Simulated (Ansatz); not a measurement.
Base system: La2O3 (space group P-3m1, No. 164; a = 3.9061 Å, c = 6.0400 Å).

Perturbation: the cell is scaled by 0.9467 in all directions; the atoms relax in the strained cell.

The values are results of PBEsol in Ansatz (plane waves to 420 eV, PAW, spin-orbit coupling left out), not measurements.

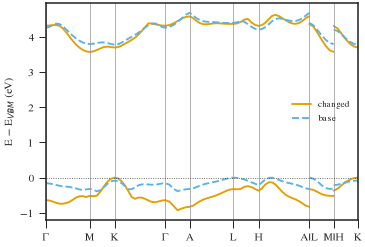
Fig. 1. Highest valence and lowest conduction band along the path, each from its own valence-band maximum

Q: Read the changed gap and its character from the plot.

A: About 3.6 eV, indirect, K → M.

No phonon test of stability was made.

Ansatz is an electronic-structure program.
